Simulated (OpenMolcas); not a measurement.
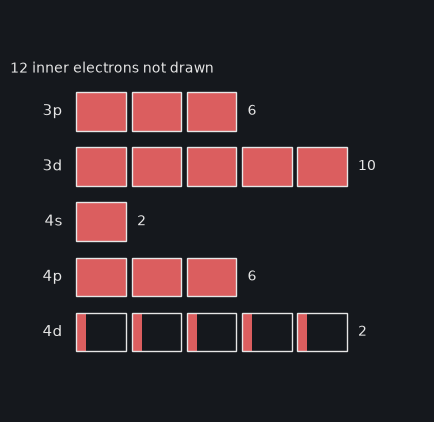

Fig. 1: The outer shells of the leading configuration of the lowest level: a box for each of the 2l + 1 orbitals, shaded by the share of the shell that is filled, with the electron count at the right.

Run report: Nb³⁺ complex, multiconfigurational calculation

- system: Nb³⁺ with 6 ligands (H2O and Cl; tetragonal octahedron, 2.01 Å), with no charges around it.
- method: state-averaged SS-CASPT2, IPEA shift 0.25, imaginary shift 0.1 hartree, closed shells 4s 4p of the metal and the valence shells of the ligands correlated, active space 2 electrons in the shell 4d, basis ANO-RCC-VDZP on the metal and ANO-RCC-VDZP on the ligands, DKH2 scalar Hamiltonian, spin-orbit coupling by RASSI with atomic mean-field integrals (OpenMolcas)

**Input file**
```
&GATEWAY
Coord
15

Nb 0.0 0.0 0.0
O 2.010000 0.000000 0.000000
H 2.586978 0.779741 0.000000
H 2.586978 -0.779741 0.000000
O 0.000000 2.010000 0.000000
H 0.000000 2.586978 0.779741
H 0.000000 2.586978 -0.779741
O -2.010000 0.000000 0.000000
H -2.586978 0.779741 0.000000
H -2.586978 -0.779741 0.000000
O 0.000000 -2.010000 0.000000
H 0.000000 -2.586978 0.779741
H 0.000000 -2.586978 -0.779741
Cl 0.000000 0.000000 2.395920
Cl 0.000000 0.000000 -2.395920
Basis=Nb.ANO-RCC-VDZP,Cl.ANO-RCC-VDZP,H.ANO-RCC-VDZP,O.ANO-RCC-VDZP
Group=XYZ
NoMove
AngMom=0.0 0.0 0.0
AMFI
RICD
&SEWARD
&RASSCF
FileOrb=start.orb
Symmetry=1
Spin=3
nActEl=2 0 0
Inactive=28 28
Ras2=5 0
CIRoot=10 10 1
SDav=10
CIMx=300
Iter=150 100
PrWF=0.3
OrbListing=Nothing
MaxOrb=0
LevShft=1.0
>>> COPY $Project.JobIph JOB001
&RASSCF
FileOrb=start.orb
Symmetry=1
Spin=1
nActEl=2 0 0
Inactive=28 28
Ras2=5 0
CIRoot=15 15 1
SDav=15
CIMx=300
Iter=150 100
PrWF=0.3
OrbListing=Nothing
MaxOrb=0
LevShft=1.0
>>> COPY $Project.JobIph JOB002
&RASSI
NrOfJobIphs=2 10 15
1 2 3 4 5 6 7 8 9 10
1 2 3 4 5 6 7 8 9 10 11 12 13 14 15
IphNames
JOB001
JOB002
EJob
SpinOrbit
DIPRint=1.0
SOCoupling=1000.0
Subsets=2
Property=9
'ANGMOM' 1 'ANGMOM' 2 'ANGMOM' 3 'MLTPL  1' 1 'MLTPL  1' 2 'MLTPL  1' 3
'AMFI' 1 'AMFI' 2 'AMFI' 3
SOProperty=3
'ANGMOM' 1 'ANGMOM' 2 'ANGMOM' 3
>>> COPY JOB001 $Project.JobIph
&CASPT2
Multistate=10 1 2 3 4 5 6 7 8 9 10
NoMult
Frozen=15 13
IPEA=0.25
Imaginary=0.1
MaxIter=60
WThr=0.0 0.3 0.05
PrWF=0.5
NoMix
>>> COPY JOB002 $Project.JobIph
&CASPT2
Multistate=15 1 2 3 4 5 6 7 8 9 10 11 12 13 14 15
NoMult
Frozen=15 13
IPEA=0.25
Imaginary=0.1
MaxIter=60
WThr=0.0 0.3 0.05
PrWF=0.5
NoMix
```

The file start.orb holds starting orbitals from an earlier step. A driver script formed the levels outside the program, from RASSI's spin-orbit matrix and the CASPT2 energies (for multi-state variants, the effective Hamiltonian), averaged over the components of each term or state. The log and the time are those of the CASPT2 step.

Hardware: 1 thread of Arm Neoverse V2, 24 GiB of memory available, shared host.

Launched with:
```bash
OMP_NUM_THREADS=1 MOLCAS_MEM=2457 MOLCAS_PROJECT=a pymolcas a.inp > a.log  # once for each step of the input, in one work folder
```

**Output (extracts)**
```
--- CASPT2 ---
Orbital specifications:
      -----------------------

      Symmetry species                           1   2
                                                ag  au
      Frozen orbitals                           15  13
      Inactive orbitals                         13  15
      Active orbitals                            5   0
      Secondary orbitals                        54  60
      Deleted orbitals                           0   0
      Number of basis functions                 87  88
Type of calculation                        SS-CASPT2
      Fock operator                              state-specific
      IPEA shift                                 0.25
      Real shift                                 0.00
      Imaginary shift                            0.10
      The input orbitals will be transformed to quasi-canonical
Reference energy:       -5043.1268440444
      E2 (Non-variational):      -1.4616786137
      Shift correction:          -0.0016086622
      E2 (Variational):          -1.4632872759
      Total energy:           -5044.5901313204
      Residual norm:              0.0000004030
      Reference weight:           0.69194
      Contributions to the CASPT2 correlation energy
      Active & Virtual Only:         -0.0045931618
      One Inactive Excited:          -0.1089358973
      Two Inactive Excited:          -1.3481495547
Reference energy:       -5043.1066282002
      E2 (Non-variational):      -1.4586399946
      Shift correction:          -0.0016008043
      E2 (Variational):          -1.4602407989
      Total energy:           -5044.5668689991
      Residual norm:              0.0000005098
      Reference weight:           0.69270
      Contributions to the CASPT2 correlation energy
      Active & Virtual Only:         -0.0044468000
      One Inactive Excited:          -0.1082963330
      Two Inactive Excited:          -1.3458968616
::    CASPT2 Root  1     Total energy:  -5044.59013132
::    CASPT2 Root  2     Total energy:  -5044.56686900
::    CASPT2 Root  3     Total energy:  -5044.56417055
::    CASPT2 Root  4     Total energy:  -5044.45968984
::    CASPT2 Root  5     Total energy:  -5044.44628328
::    CASPT2 Root  6     Total energy:  -5044.42663437
::    CASPT2 Root  7     Total energy:  -5044.42908691
::    CASPT2 Root  8     Total energy:  -5044.41967890
::    CASPT2 Root  9     Total energy:  -5044.40196826
::    CASPT2 Root 10     Total energy:  -5044.30474683
--- CASPT2 ---
Orbital specifications:
      -----------------------

      Symmetry species                           1   2
                                                ag  au
      Frozen orbitals                           15  13
      Inactive orbitals                         13  15
      Active orbitals                            5   0
      Secondary orbitals                        54  60
      Deleted orbitals                           0   0
      Number of basis functions                 87  88
Type of calculation                        SS-CASPT2
      Fock operator                              state-specific
      IPEA shift                                 0.25
      Real shift                                 0.00
      Imaginary shift                            0.10
      The input orbitals will be transformed to quasi-canonical
Reference energy:       -5043.0858467337
      E2 (Non-variational):      -1.4727422767
      Shift correction:          -0.0016472265
      E2 (Variational):          -1.4743895032
      Total energy:           -5044.5602362369
      Residual norm:              0.0000003810
      Reference weight:           0.68920
      Contributions to the CASPT2 correlation energy
      Active & Virtual Only:         -0.0081704695
      One Inactive Excited:          -0.1122502263
      Two Inactive Excited:          -1.3523215809
Reference energy:       -5043.0847104108
      E2 (Non-variational):      -1.4735766298
      Shift correction:          -0.0016626479
      E2 (Variational):          -1.4752392777
      Total energy:           -5044.5599496885
      Residual norm:              0.0000008541
      Reference weight:           0.68868
      Contributions to the CASPT2 correlation energy
      Active & Virtual Only:         -0.0082679515
      One Inactive Excited:          -0.1125516261
      Two Inactive Excited:          -1.3527570522
::    CASPT2 Root  1     Total energy:  -5044.56023624
::    CASPT2 Root  2     Total energy:  -5044.55994969
::    CASPT2 Root  3     Total energy:  -5044.54185118
::    CASPT2 Root  4     Total energy:  -5044.53540646
::    CASPT2 Root  5     Total energy:  -5044.53399197
::    CASPT2 Root  6     Total energy:  -5044.48502449
::    CASPT2 Root  7     Total energy:  -5044.43508904
::    CASPT2 Root  8     Total energy:  -5044.42748847
::    CASPT2 Root  9     Total energy:  -5044.41428412
::    CASPT2 Root 10     Total energy:  -5044.40495978
::    CASPT2 Root 11     Total energy:  -5044.40957567
::    CASPT2 Root 12     Total energy:  -5044.38740867
::    CASPT2 Root 13     Total energy:  -5044.28945443
::    CASPT2 Root 14     Total energy:  -5044.28898102
::    CASPT2 Root 15     Total energy:  -5044.24322846
```

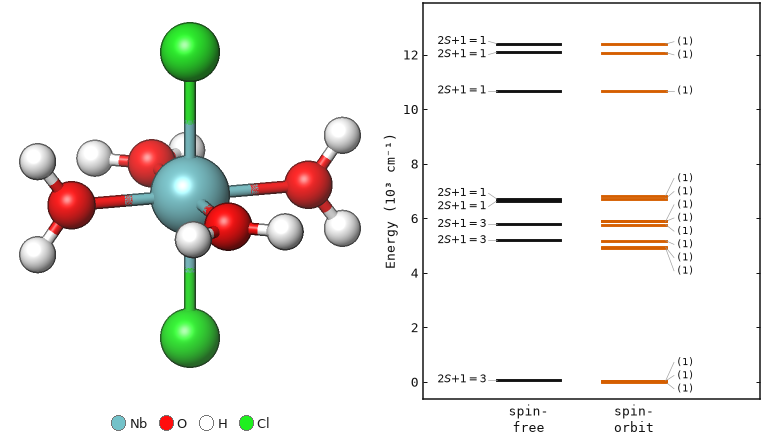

Fig. 2: Nb³⁺ (4d²) with 6 ligands, H₂O with axial Cl⁻, at 2.01 Å (arrangement: tetragonal octahedron, Ci), axial distortion 1.192, and its levels. Labels give the representation in O, Td, D4 or D3 as the site allows (double group for half-integer spin) where it could be assigned and, in brackets, the degeneracy; spin-free states, where drawn, share the zero of the spin-orbit levels. The ground level is non-degenerate, 100 % from states of spin multiplicity 3. The next level lies at 36 cm⁻¹.

**Summary**

| quantity | value |
| --- | --- |
| outcome | converged |
| energy of the lowest spin-free term | −5044.59013 hartree |
| energy of the lowest spin-orbit level | −5044.59051 hartree |
| CASPT2 correlation energy | −1.4633 hartree |
| largest spread among components of a term | 0.0 cm⁻¹ |
| lowest reference weight | 0.673 |
| wall time | 1.7 min |
| peak memory | 0.38 GiB |

**Remarks**

Limits: distances are set from ionic radii, not optimised.
